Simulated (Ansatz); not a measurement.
# CH4AlFO2: two geometries relaxed, part 2 of 2

Are the two ends of the reaction (metallacycle) separate minima, and which lies lower? Each is relaxed from a guess. Meant to form: H5–F2, Al1–C4; to break: Al1–F2, H5–C4. The start is a guess near the saddle point, from which both ends are pulled out.

Ansatz 0.2.0; UKS LDA/6-31G*.

## Step 4: A restrained relaxation towards end B

Springs on the bonds that form and break draw the guess towards this end; the thresholds are loose.

input.yaml

```yaml
crystal:
  periodic: [false, false, false]
  atoms:
    - { symbol: Al, position_ang: [-0.7995, -0.3825, 0.0409] }
    - { symbol: F, position_ang: [0.6572, -0.4242, 1.5646] }
    - { symbol: O, position_ang: [-0.2394, 0.5122, -1.2194] }
    - { symbol: C, position_ang: [1.0619, 0.7953, -0.6199] }
    - { symbol: H, position_ang: [1.1292, 0.2159, 0.6392] }
    - { symbol: O, position_ang: [-2.1268, -1.2293, 0.458] }
    - { symbol: H, position_ang: [1.822, 0.4039, -1.3023] }
    - { symbol: H, position_ang: [1.1612, 1.8839, -0.5747] }
    - { symbol: H, position_ang: [-2.666, -1.7752, 1.0137] }
magnetization:
  spin_polarized: true
basis:
  gaussian: { orbitals: "6-31G*" }
hamiltonian:
  xc: lda
relax:
  f_tol: 0.15
  max_steps: 25
  restrain:
    - { distance: [4, 1], at: 0.88, k: 30.0 }
    - { distance: [0, 3], at: 1.97, k: 30.0 }
    - { distance: [0, 1], at: 3.08, k: 30.0 }
    - { distance: [4, 3], at: 2.37, k: 30.0 }
```

On the command line:

```bash
ansatz run input.yaml --threads 2 --pin off --max-ram 3072MiB --backend cpu --events-out ev --progress --plain --runs-dir out
```

Output:

```text
Warning: RAYON_NUM_THREADS=2 ignored (pool sized by the plan → 2); use --threads N
The last accepted step is kept in <dir> (removed where the run ends without a failure and the disk answers)
Engine: ansatz 0.2.0, x86_64-unknown-linux-gnu
Functional definition: SPW92
  exchange = slater_x
  correlation = pw_c
949 factors; their error is unknown
mean field evaluation 1: about -14411.1750 eV, gradient 6.1e1 eV
mean field evaluation 2: about -14341.7860 eV, gradient 1.4e2 eV
mean field evaluation 4: about -14424.5790 eV, gradient 1.1e1 eV
mean field evaluation 8: about -14424.9523 eV, gradient 2.7e-1 eV
mean field evaluation 16: about -14424.9060 eV, gradient 1.9e-4 eV
mean field -14424.90599002 eV, -530.1055175809 hartree, gradient 4.2e-5 eV, S^2 0.000000; 0 other end points of the search recorded, 0 dependent functions left out
the calculation of the forces begins
reference -14424.90603082 eV, -530.1055190802 hartree; 24, 24 occupied and 63, 63 virtual orbitals, 949 factors
relax step   1: F+E_penalty+E_count = -14424.90599002 eV  Δ(F+E_penalty+E_count) = +0.000e0 eV  max|allowed force component| = 3.350e0 eV/Å  E_restraint = 32.00181755 eV  max|allowed force component, restraints' pulls added| = 3.147e1 eV/Å  Δτ_max = 0.0000 Å  (29 SCF iters, accepted)
  distance H 4 - F 1 = 1.2202 Å
  distance Al 0 - C 3 = 2.2997 Å
  distance Al 0 - F 1 = 2.1084 Å
  distance H 4 - C 3 = 1.3876 Å
these checks for a lower state are left out or cut short: starts, cluster_reference, orbital_swaps, neighbouring_geometries, increment
949 factors; their error is unknown
mean field -14423.51438523 eV, -530.0543770481 hartree, gradient 1.0e-5 eV, S^2 0.000000; 0 other end points of the search recorded, 0 dependent functions left out
the calculation of the forces begins
reference -14423.51442568 eV, -530.0543785347 hartree; 24, 24 occupied and 63, 63 virtual orbitals, 949 factors
relax step   2: F+E_penalty+E_count = -14423.51438523 eV  Δ(F+E_penalty+E_count) = +1.392e0 eV  max|allowed force component| = 3.579e0 eV/Å  E_restraint = 16.04441160 eV  max|allowed force component, restraints' pulls added| = 2.245e1 eV/Å  Δτ_max = 0.1947 Å  (36 SCF iters, accepted)
  distance H 4 - F 1 = 1.0977 Å
  distance Al 0 - C 3 = 2.2728 Å
  distance Al 0 - F 1 = 2.3964 Å
  distance H 4 - C 3 = 1.6893 Å
these checks for a lower state are left out or cut short: starts, cluster_reference, orbital_swaps, neighbouring_geometries, increment
949 factors; their error is unknown
mean field evaluation 32: about -14422.7617 eV, gradient 5.9e-4 eV
mean field -14422.76169735 eV, -530.0267162787 hartree, gradient 9.2e-6 eV, S^2 0.000000; 0 other end points of the search recorded, 0 dependent functions left out
the calculation of the forces begins
reference -14422.76173688 eV, -530.0267177312 hartree; 24, 24 occupied and 63, 63 virtual orbitals, 949 factors
relax step   3: F+E_penalty+E_count = -14422.76169735 eV  Δ(F+E_penalty+E_count) = +7.527e-1 eV  max|allowed force component| = 5.777e0 eV/Å  E_restraint = 6.13086196 eV  max|allowed force component, restraints' pulls added| = 1.177e1 eV/Å  Δτ_max = 0.1948 Å  (38 SCF iters, accepted)
  distance H 4 - F 1 = 0.9698 Å
  distance Al 0 - C 3 = 2.2162 Å
  distance Al 0 - F 1 = 2.6546 Å
  distance H 4 - C 3 = 1.9712 Å
these checks for a lower state are left out or cut short: starts, cluster_reference, orbital_swaps, neighbouring_geometries, increment
949 factors; their error is unknown
mean field -14422.67586581 eV, -530.0235620278 hartree, gradient 1.9e-5 eV, S^2 0.000000; 0 other end points of the search recorded, 0 dependent functions left out
the calculation of the forces begins
reference -14422.67590458 eV, -530.0235634523 hartree; 24, 24 occupied and 63, 63 virtual orbitals, 949 factors
relax step   4: F+E_penalty+E_count = -14422.67586581 eV  Δ(F+E_penalty+E_count) = +8.583e-2 eV  max|allowed force component| = 5.740e0 eV/Å  E_restraint = 0.94799299 eV  max|allowed force component, restraints' pulls added| = 5.911e0 eV/Å  Δτ_max = 0.1943 Å  (38 SCF iters, accepted)
  distance H 4 - F 1 = 0.9035 Å
  distance Al 0 - C 3 = 2.1119 Å
  distance Al 0 - F 1 = 2.9294 Å
  distance H 4 - C 3 = 2.2292 Å
these checks for a lower state are left out or cut short: starts, cluster_reference, orbital_swaps, neighbouring_geometries, increment
949 factors; their error is unknown
mean field -14423.45247794 eV, -530.0521019970 hartree, gradient 1.7e-5 eV, S^2 0.000000; 0 other end points of the search recorded, 0 dependent functions left out
the calculation of the forces begins
reference -14423.45251730 eV, -530.0521034436 hartree; 24, 24 occupied and 63, 63 virtual orbitals, 949 factors
relax step   5: F+E_penalty+E_count = -14423.45247794 eV  Δ(F+E_penalty+E_count) = -7.766e-1 eV  max|allowed force component| = 2.453e0 eV/Å  E_restraint = 0.04774452 eV  max|allowed force component, restraints' pulls added| = 2.453e0 eV/Å  Δτ_max = 0.1958 Å  (36 SCF iters, accepted)
  distance H 4 - F 1 = 0.9338 Å
  distance Al 0 - C 3 = 1.9777 Å
  distance Al 0 - F 1 = 3.0946 Å
  distance H 4 - C 3 = 2.3741 Å
these checks for a lower state are left out or cut short: starts, cluster_reference, orbital_swaps, neighbouring_geometries, increment
949 factors; their error is unknown
mean field -14423.63333126 eV, -530.0587482339 hartree, gradient 2.0e-5 eV, S^2 0.000000; 0 other end points of the search recorded, 0 dependent functions left out
the calculation of the forces begins
reference -14423.63337039 eV, -530.0587496718 hartree; 24, 24 occupied and 63, 63 virtual orbitals, 949 factors
relax step   6: F+E_penalty+E_count = -14423.63333126 eV  Δ(F+E_penalty+E_count) = -1.809e-1 eV  max|allowed force component| = 1.333e0 eV/Å  E_restraint = 0.05132777 eV  max|allowed force component, restraints' pulls added| = 5.340e-1 eV/Å  Δτ_max = 0.1998 Å  (36 SCF iters, accepted)
  distance H 4 - F 1 = 0.9345 Å
  distance Al 0 - C 3 = 1.9508 Å
  distance Al 0 - F 1 = 3.0742 Å
  distance H 4 - C 3 = 2.3634 Å
these checks for a lower state are left out or cut short: starts, cluster_reference, orbital_swaps, neighbouring_geometries, increment
949 factors; their error is unknown
mean field evaluation 64: about -14423.6857 eV, gradient 1.2e-5 eV
mean field -14423.68572132 eV, -530.0606735331 hartree, gradient 1.3e-5 eV, S^2 0.000000; 0 other end points of the search recorded, 0 dependent functions left out
the calculation of the forces begins
reference -14423.68576094 eV, -530.0606749891 hartree; 24, 24 occupied and 63, 63 virtual orbitals, 949 factors
relax step   7: F+E_penalty+E_count = -14423.68572132 eV  Δ(F+E_penalty+E_count) = -5.239e-2 eV  max|allowed force component| = 1.253e0 eV/Å  E_restraint = 0.05210607 eV  max|allowed force component, restraints' pulls added| = 3.439e-1 eV/Å  Δτ_max = 0.1949 Å  (31 SCF iters, accepted)
  distance H 4 - F 1 = 0.9345 Å
  distance Al 0 - C 3 = 1.9501 Å
  distance Al 0 - F 1 = 3.0699 Å
  distance H 4 - C 3 = 2.3679 Å
these checks for a lower state are left out or cut short: starts, cluster_reference, orbital_swaps, neighbouring_geometries, increment
949 factors; their error is unknown
mean field -14423.71129545 eV, -530.0616133651 hartree, gradient 1.8e-5 eV, S^2 0.000000; 0 other end points of the search recorded, 0 dependent functions left out
the calculation of the forces begins
reference -14423.71133541 eV, -530.0616148335 hartree; 24, 24 occupied and 63, 63 virtual orbitals, 949 factors
relax step   8: F+E_penalty+E_count = -14423.71129545 eV  Δ(F+E_penalty+E_count) = -2.557e-2 eV  max|allowed force component| = 1.205e0 eV/Å  E_restraint = 0.21476664 eV  max|allowed force component, restraints' pulls added| = 3.464e0 eV/Å  Δτ_max = 0.1986 Å  (37 SCF iters, rejected (line search))
  distance H 4 - F 1 = 0.9974 Å
  distance Al 0 - C 3 = 1.9558 Å
  distance Al 0 - F 1 = 3.0621 Å
  distance H 4 - C 3 = 2.3680 Å
these checks for a lower state are left out or cut short: starts, cluster_reference, orbital_swaps, neighbouring_geometries, increment
949 factors; their error is unknown
mean field -14423.73394853 eV, -530.0624458506 hartree, gradient 1.3e-5 eV, S^2 0.000000; 0 other end points of the search recorded, 0 dependent functions left out
the calculation of the forces begins
reference -14423.73398821 eV, -530.0624473088 hartree; 24, 24 occupied and 63, 63 virtual orbitals, 949 factors
relax step   9: F+E_penalty+E_count = -14423.73394853 eV  Δ(F+E_penalty+E_count) = -4.823e-2 eV  max|allowed force component| = 1.266e0 eV/Å  E_restraint = 0.05043524 eV  max|allowed force component, restraints' pulls added| = 2.844e-1 eV/Å  Δτ_max = 0.0993 Å  (30 SCF iters, accepted)
  distance H 4 - F 1 = 0.9341 Å
  distance Al 0 - C 3 = 1.9533 Å
  distance Al 0 - F 1 = 3.0680 Å
  distance H 4 - C 3 = 2.3672 Å
these checks for a lower state are left out or cut short: starts, cluster_reference, orbital_swaps, neighbouring_geometries, increment
949 factors; their error is unknown
mean field -14423.76771359 eV, -530.0636866936 hartree, gradient 2.4e-5 eV, S^2 0.000000; 0 other end points of the search recorded, 0 dependent functions left out
the calculation of the forces begins
reference -14423.76775333 eV, -530.0636881538 hartree; 24, 24 occupied and 63, 63 virtual orbitals, 949 factors
relax step  10: F+E_penalty+E_count = -14423.76771359 eV  Δ(F+E_penalty+E_count) = -3.377e-2 eV  max|allowed force component| = 1.304e0 eV/Å  E_restraint = 0.04913360 eV  max|allowed force component, restraints' pulls added| = 2.522e-1 eV/Å  Δτ_max = 0.1000 Å  (31 SCF iters, accepted)
  distance H 4 - F 1 = 0.9334 Å
  distance Al 0 - C 3 = 1.9535 Å
  distance Al 0 - F 1 = 3.0684 Å
  distance H 4 - C 3 = 2.3662 Å
these checks for a lower state are left out or cut short: starts, cluster_reference, orbital_swaps, neighbouring_geometries, increment
949 factors; their error is unknown
mean field -14423.79493399 eV, -530.0646870246 hartree, gradient 1.3e-5 eV, S^2 0.000000; 0 other end points of the search recorded, 0 dependent functions left out
the calculation of the forces begins
reference -14423.79497389 eV, -530.0646884912 hartree; 24, 24 occupied and 63, 63 virtual orbitals, 949 factors
relax step  11: F+E_penalty+E_count = -14423.79493399 eV  Δ(F+E_penalty+E_count) = -2.722e-2 eV  max|allowed force component| = 1.353e0 eV/Å  E_restraint = 0.05144621 eV  max|allowed force component, restraints' pulls added| = 2.072e-1 eV/Å  Δτ_max = 0.1500 Å  (32 SCF iters, accepted)
  distance H 4 - F 1 = 0.9336 Å
  distance Al 0 - C 3 = 1.9502 Å
  distance Al 0 - F 1 = 3.0682 Å
  distance H 4 - C 3 = 2.3656 Å
these checks for a lower state are left out or cut short: starts, cluster_reference, orbital_swaps, neighbouring_geometries, increment
949 factors; their error is unknown
mean field evaluation 96: about -14423.8406 eV, gradient 9.6e-3 eV
mean field -14423.79656312 eV, -530.0647468942 hartree, gradient 1.8e-5 eV, S^2 0.000000; 0 other end points of the search recorded, 0 dependent functions left out
the calculation of the forces begins
reference -14423.79660303 eV, -530.0647483607 hartree; 24, 24 occupied and 63, 63 virtual orbitals, 949 factors
relax step  12: F+E_penalty+E_count = -14423.79656312 eV  Δ(F+E_penalty+E_count) = -1.629e-3 eV  max|allowed force component| = 1.423e0 eV/Å  E_restraint = 0.04835395 eV  max|allowed force component, restraints' pulls added| = 1.168e-1 eV/Å  Δτ_max = 0.0373 Å  (32 SCF iters, accepted)
  distance H 4 - F 1 = 0.9316 Å
  distance Al 0 - C 3 = 1.9500 Å
  distance Al 0 - F 1 = 3.0683 Å
  distance H 4 - C 3 = 2.3655 Å
949 factors; their error is unknown
mean field -14423.79656312 eV, -530.0647468942 hartree, gradient 1.8e-5 eV, S^2 0.000000; 1 other end points of the search recorded, 0 dependent functions left out
the calculation of the forces begins
reference -14423.79660303 eV, -530.0647483607 hartree; 24, 24 occupied and 63, 63 virtual orbitals, 949 factors
Total energy: -14423.79660303 eV, -530.0647483607 hartree
Atom 0 at    -0.813817    -0.217942    -0.312275 Å, force     0.581685     0.176709     0.103847 eV/Å
Atom 1 at     1.082304    -0.669503     2.057362 Å, force    -0.252091    -0.865514     1.042567 eV/Å
Atom 2 at    -0.326672     0.494309    -1.792958 Å, force    -0.034879    -0.012127     0.005698 eV/Å
Atom 3 at     0.747692     0.822628    -0.842631 Å, force    -0.385217    -0.331095     0.295151 eV/Å
Atom 4 at     1.091608    -0.141389     1.289948 Å, force     0.033093     0.984122    -1.422661 eV/Å
Atom 5 at    -2.143986    -1.101044     0.230190 Å, force    -0.060236    -0.014878    -0.007499 eV/Å
Atom 6 at     1.723653     0.384346    -1.119434 Å, force     0.018392     0.017430    -0.000875 eV/Å
Atom 7 at     0.833338     1.904983    -0.638471 Å, force     0.028073     0.004105    -0.000792 eV/Å
Atom 8 at    -2.194320    -1.476387     1.128369 Å, force     0.071179     0.041247    -0.015434 eV/Å
Dipole moment:    -0.084339    -0.022256     0.307730 e Å
```

It took 17 s on 2 threads of AMD EPYC 7B13 (Zen 3), shared host; peak memory 0.18 GiB.

Step by step:

```csv
step,energy from step 1 (eV),largest force component (eV/Å)
1,0.0000,3.3496
2,1.3916,3.5786
3,2.1443,5.7772
4,2.2301,5.7396
5,1.4535,2.4529
6,1.2727,1.3331
7,1.2203,1.2528
8x,1.1947,1.2052
9,1.1720,1.2659
10,1.1383,1.3044
11,1.1111,1.3534
12,1.1094,1.4227
```

Step 1 is the start. 1 step was tried and not accepted (marked x). Energies and forces in the table leave out the springs, which the log lists apart; the run stops on the force with the springs' pull added.

After: Bond lengths: Al1–O3 1.714 Å, Al1–C4 1.950 Å, O3–C4 1.471 Å, F2–H5 0.932 Å, Al1–O6 1.686 Å, C4–H7 1.105 Å, C4–H8 1.105 Å, O6–H9 0.975 Å. Angles: Al1–O3–C4 75.1°, O3–Al1–C4 46.8°, O3–Al1–O6 136.0°, C4–Al1–O6 177.0°, Al1–C4–O3 58.1°, Al1–C4–H7 124.3°, Al1–C4–H8 122.3°, O3–C4–H7 113.2°, O3–C4–H8 113.2°, H7–C4–H8 111.5°, Al1–O6–H9 122.6°.

Pairs that crossed the distance rule for bonds on the way: came closer F2–H5; moved apart Al1–F2.

## Step 5: End point B

It starts where the restrained run ended.

input.yaml

```yaml
crystal:
  periodic: [false, false, false]
  atoms:
    - { symbol: Al, position_ang: [-0.813817, -0.217942, -0.312275] }
    - { symbol: F, position_ang: [1.082304, -0.669503, 2.057362] }
    - { symbol: O, position_ang: [-0.326672, 0.494309, -1.792958] }
    - { symbol: C, position_ang: [0.747692, 0.822628, -0.842631] }
    - { symbol: H, position_ang: [1.091608, -0.141389, 1.289948] }
    - { symbol: O, position_ang: [-2.143986, -1.101044, 0.23019] }
    - { symbol: H, position_ang: [1.723653, 0.384346, -1.119434] }
    - { symbol: H, position_ang: [0.833338, 1.904983, -0.638471] }
    - { symbol: H, position_ang: [-2.19432, -1.476387, 1.128369] }
magnetization:
  spin_polarized: true
basis:
  gaussian: { orbitals: "6-31G*" }
hamiltonian:
  xc: lda
relax:
  f_tol: 0.03
  max_steps: 50
```

On the command line:

```bash
ansatz run input.yaml --threads 2 --pin off --max-ram 3072MiB --backend cpu --events-out ev --progress --plain --runs-dir out
```

Output, shortened:

```text
Warning: RAYON_NUM_THREADS=2 ignored (pool sized by the plan → 2); use --threads N
[...]
Functional definition: SPW92
[...]
949 factors; their error is unknown
[...]
mean field -14423.79655126 eV, -530.0647464585 hartree, gradient 3.3e-5 eV, S^2 0.000000; 0 other end points of the search recorded, 0 dependent functions left out
[...]
reference -14423.79659158 eV, -530.0647479401 hartree; 24, 24 occupied and 63, 63 virtual orbitals, 949 factors
relax step   1: F+E_penalty+E_count = -14423.79655126 eV  Δ(F+E_penalty+E_count) = +0.000e0 eV  max|allowed force component| = 1.423e0 eV/Å  Δτ_max = 0.0000 Å  (30 SCF iters, accepted)
[...]
relax step   5: F+E_penalty+E_count = -14424.51789554 eV  Δ(F+E_penalty+E_count) = -2.115e-1 eV  max|allowed force component| = 1.111e0 eV/Å  Δτ_max = 0.1969 Å  (32 SCF iters, accepted)
[...]
Total energy: -14428.03770488 eV, -530.2206059792 hartree
Atom 0 at    -0.744530    -0.657642     0.493592 Å, force    -0.020488    -0.015828    -0.010640 eV/Å
Atom 1 at     0.190698    -1.133392     1.766927 Å, force    -0.006862     0.004582    -0.001718 eV/Å
Atom 2 at    -0.119194     0.402024    -0.659548 Å, force     0.019180     0.005254     0.008823 eV/Å
Atom 3 at     1.156358     0.976753    -0.696230 Å, force    -0.005128    -0.002291    -0.014448 eV/Å
Atom 4 at     1.793428     0.689127     0.168155 Å, force    -0.011863    -0.001764    -0.011947 eV/Å
Atom 5 at    -2.333549    -1.210017     0.298088 Å, force     0.017376     0.002255     0.013546 eV/Å
Atom 6 at     1.685485     0.674088    -1.623362 Å, force    -0.005244     0.003308     0.018656 eV/Å
Atom 7 at     1.075597     2.082807    -0.704425 Å, force     0.002575    -0.004468     0.003752 eV/Å
Atom 8 at    -2.704494    -1.823746     0.956904 Å, force     0.010454     0.008952    -0.006024 eV/Å
Dipole moment:     0.071014    -0.079547     0.164467 e Å
```

Wall time 22 s (2 threads of AMD EPYC 7B13 (Zen 3), shared host); peak memory 0.18 GiB.

Relaxation path:

```csv
step,energy from step 1 (eV),largest force component (eV/Å)
1,0.0000,1.4227
2,-0.1507,0.4957
3,-0.3033,0.6513
4,-0.5099,0.5682
5,-0.7213,1.1113
6,-1.0398,1.7002
7,-1.6131,2.9572
8,-2.5850,2.5782
9,-3.1807,4.6109
10,-3.8487,0.9883
11,-3.9954,0.5292
12,-4.0797,1.6949
13,-4.2015,0.2874
14,-4.2316,0.2286
15,-4.2389,0.0624
16,-4.2408,0.0163
17,-4.2411,0.0205
```

Step 1 is the start.

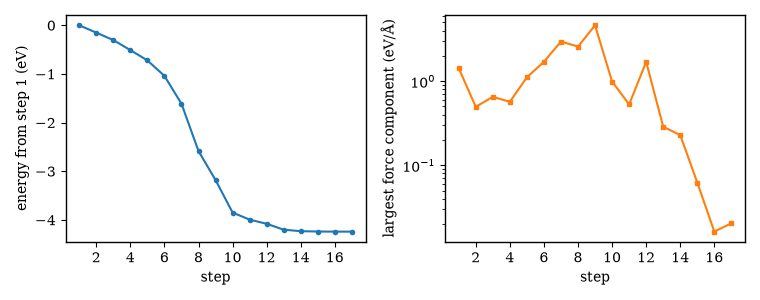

Energy and largest force along the relaxation.

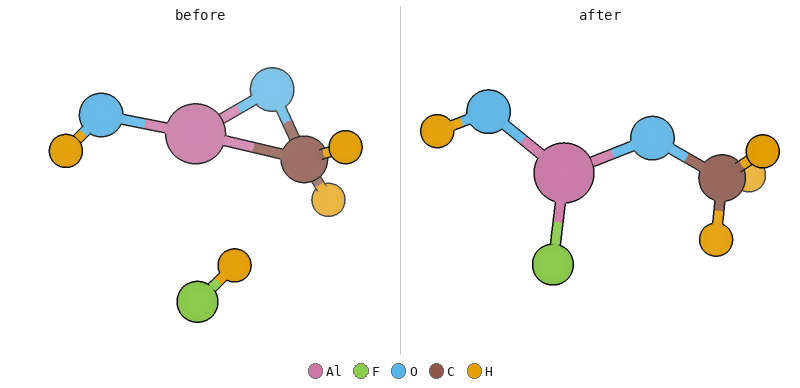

The structure before (left) and after (right), drawn at the same scale.

After: Bond lengths: Al1–F2 1.650 Å, Al1–O3 1.686 Å, O3–C4 1.400 Å, C4–H5 1.112 Å, Al1–O6 1.694 Å, C4–H7 1.110 Å, C4–H8 1.109 Å, O6–H9 0.974 Å. Angles: F2–Al1–O3 119.9°, F2–Al1–O6 121.8°, O3–Al1–O6 118.3°, Al1–O3–C4 127.9°, O3–C4–H5 113.3°, O3–C4–H7 110.2°, O3–C4–H8 110.1°, H5–C4–H7 107.8°, H5–C4–H8 107.8°, H7–C4–H8 107.5°, Al1–O6–H9 119.0°.

Pairs that crossed the distance rule for bonds on the way: came closer Al1–F2, C4–H5; moved apart Al1–C4, F2–H5.

## Step 6: Summary of results

The summary covers parts 1 to 2.

| quantity | value |
| --- | --- |
| end A | 7 moves, 1.389 eV lower |
| end B | 16 moves, 4.241 eV lower |
| largest difference between the ends | 0.03 Å |
| end B relative to end A | -0.000 eV |

In words: Both starts fell into the same minimum (no atom differs by more than 0.03 Å), so from this start no second minimum was found and no band was run; another arrangement could still be one.
